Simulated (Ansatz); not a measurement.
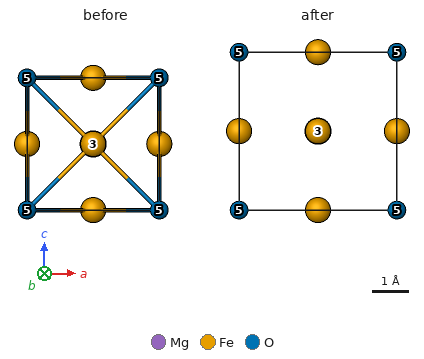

The structure of a crystal of MgFe$_{3}$O (a generated structure, set up in Pm-3m) (coarse preliminary run) before (left) and after (right) a relaxation, at one scale.

A ball-and-stick model of the cell of the calculation, seen along the b axis.

Theory: DFT PBE, scalar-relativistic, plane waves, PAW in Ansatz. Settings: plane-wave cutoff 420 eV; k-point mesh 4 × 4 × 4; occupations gaussian; smearing width 0.1 eV; collinear spin; cell and atoms relaxed; force threshold 0.04 eV/Å; at most 70 steps.

Question: Describe what moved and what it gained.

Answer: Over 7 accepted moves (9 points after the start) the energy falls by 1159 meV per atom. All forces vanish by symmetry, so only the cell relaxes. The pressure goes from 81.20 to 0.35 GPa. The SCF was repeated twice at an unchanged geometry on a basis and grid sized afresh for the cell, which shifted the energy by 98.5 meV per atom at most. The atoms keep their places relative to the cell (all moves are under 0.005 Å). The drawn cell changes as follows: a = b = c 3.761 → 4.490 Å (+19.4 %); the volume changes by +70.2 %. Some distances before and after: Fe–O 2.659 → 3.175 Å, Fe–Mg 1.880 → 2.245 Å. The space group stays Pm-3m (No. 221).

Limits of the set-up: the k-point mesh is coarse for a cell with partly filled bands; layers or molecules are held without a dispersion correction, so their spacing is unreliable.
